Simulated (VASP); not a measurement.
Consider the following.

```yaml
crystal:
  lattice:
    - [0.01530, 4.03099, 4.01573]
    - [4.03099, 0.01530, 4.01573]
    - [2.02315, 2.02315, 0.00000]
  atoms:
    - { symbol: Pd, position: [0.00000, 0.00000, 0.00000] }
    - { symbol: Au, position: [0.00000, 0.50000, 0.00000] }
    - { symbol: Au, position: [0.50000, 0.00000, 0.00000] }
    - { symbol: Au, position: [0.50000, 0.50000, 0.00000] }
```

The numbers are results of PBEsol GGA, VASP's PBE PAW potentials (set 64) (plane waves; VASP), not measurements. Numerical set-up: 400 eV cut-off, 8×8×15 Γ-centred mesh, tetrahedra with Blöchl corrections, potentials Pd Au.

Unless said otherwise, spin-orbit coupling is left out, though it shifts the bands of the heavy elements here.

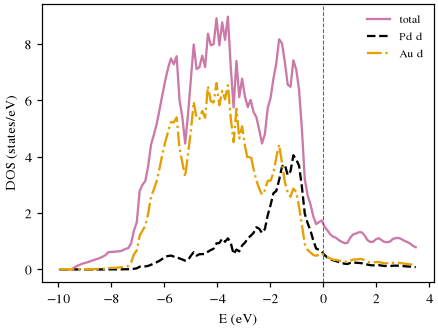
Total and projected density of states, zero at the Fermi level

Within 2 eV below the Fermi level the largest weight inside VASP's projection spheres is Pd d, then Au d.

It has no gap at this level: it comes out as a metal or semimetal.

The structure was generated: Au3Pd was put into an ordered model structure (Cmmm), which need not be its known phase. It was relaxed first. The electron count is odd and the run is not spin-polarised, which forces a metal.
